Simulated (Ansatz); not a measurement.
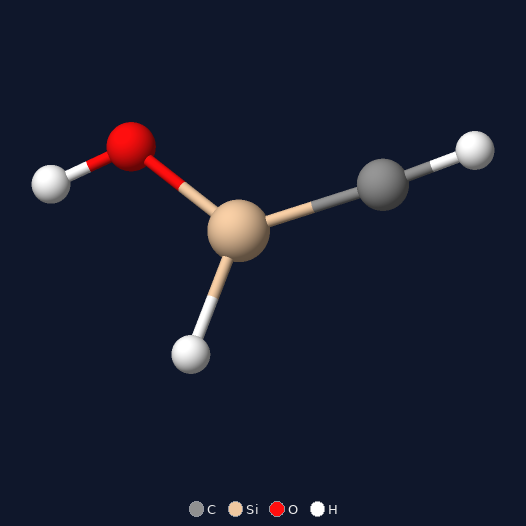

Figure made from data computed with Ansatz.

Rendered structure (ball-and-stick style). Every bond is drawn as one stick, whatever its order.

State: neutral, doublet.

What does the picture show?

The molecule is CH3OSi. This geometry has Cs symmetry. It is an open-shell species. All atoms lie on one plane. Coordination: 1 C linear; 1 Si trigonal planar; 1 O bent.
